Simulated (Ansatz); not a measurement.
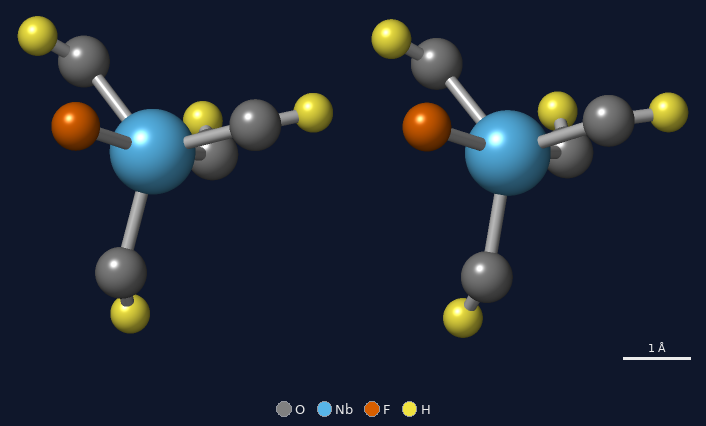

Two geometries of NbH₄O₄F, drawn at one scale. One is the start of a relaxation, the other its converged end. A ball-and-stick model, seen face on.

Method: Ansatz, RKS PBE0-D4/def2-TZVP. (force threshold 0.005 eV/Å; at most 150 steps)

> Which of the two is the end point?

The left one is the relaxed one. The start comes from PBE-D4/def2-SVP. The largest move after the best rigid fit is that of an H atom, 0.32 Å. Largest moves by element: H 0.32 Å, O 0.20 Å, F 0.05 Å, Nb 0.04 Å. Among the contacts that change: Nb–O 1.951 → 1.929 Å, F–Nb 1.910 → 1.890 Å, Nb–O 1.919 → 1.899 Å, Nb–O 1.904 → 1.887 Å. Among the angles between lasting bonds that change: Nb–O–H 133.4° → 126.9°, Nb–O–H 127.1° → 130.9°, O–Nb–O 126.0° → 122.5°. Groups turn about Nb–O by about 45°. After 9 accepted moves (10 points after the start) the energy has fallen by 0.056 eV. The largest force component goes from 0.76 to 0.0049 eV/Å. The line search rejected the trial step at point 6 of the run. The run took 54 s on 4 threads of Arm Neoverse V2, with other jobs on the host.
